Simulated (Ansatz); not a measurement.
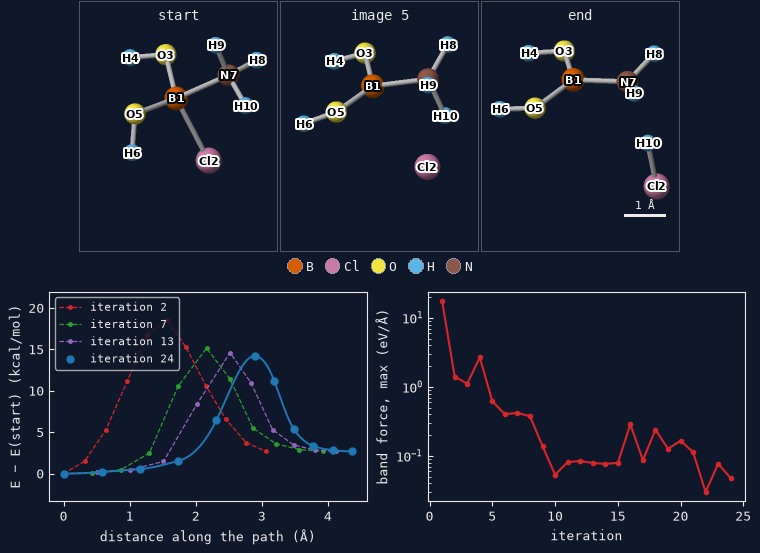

A search for the minimum-energy path of BNH₅O₂Cl by the nudged elastic band. Images are numbered from 0 (start) to 10 (end). The plot follows the band through its iterations. A ball-and-stick model, seen at a tilt.

Theory: RKS B3LYP/def2-SVP in Ansatz 0.2.0. Set-up: 9 movable images; climbing image; force threshold 0.05 eV/Å; iteration limit 60; starting path by straight interpolation.

Question: Did the band converge, and can the barrier be trusted?

Answer: The run is converged, with reservations. The band converged in 24 iterations. The largest component of the band force went from 17 to 0.048 eV/Å. The climbing image converged on the top of the path. Its curvatures weren't checked. The straight starting path can push atoms close together and costs iterations. The first iteration put the highest image at 78.2 kcal/mol. The highest point, image 5, lies 14.2 kcal/mol above the start and 11.5 kcal/mol above the end; the end is at +2.7 kcal/mol relative to the start.

Cost: 4.4 min on 2 threads of Intel(R) Xeon(R) 6975P-C (Granite Rapids), on a shared host, peak memory 0.24 GiB.
